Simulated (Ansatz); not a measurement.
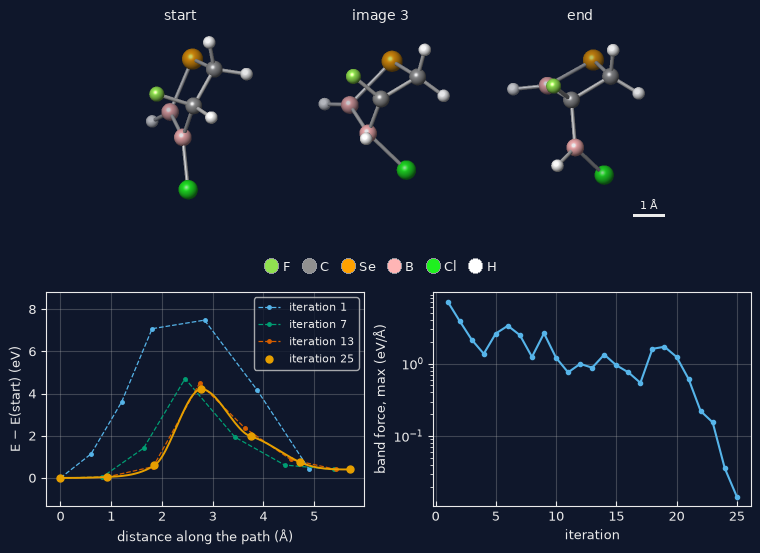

NEB run on C2H4B2ClFSe. Images are numbered from 0 (start) to 6 (end). The plot follows the band through its iterations. A ball-and-stick model, seen from a free direction.

Level of theory: Ansatz 0.2.0, RHF/def2-SVP. Set-up: 5 movable images; climbing image; force threshold 0.03 eV/Å; iteration limit 60; starting path through a guess of the saddle point.

Q: Judge this run.

A: The result is final at these settings. The band converged in 25 iterations. The largest component of the band force went from 7.2 to 0.015 eV/Å. The climbing image converged on the top of the path. Its vibrational analysis gives one imaginary mode (1543i cm⁻¹), as a transition state must have. The first iteration put the highest image at 7.48 eV. The highest point, image 3, lies 4.21 eV above the start and 3.81 eV above the end; the end is at +0.40 eV relative to the start.

Cost: 4.5 min on 2 threads of Intel(R) Xeon(R) 6975P-C (Granite Rapids), on a shared host, peak memory 0.45 GiB.
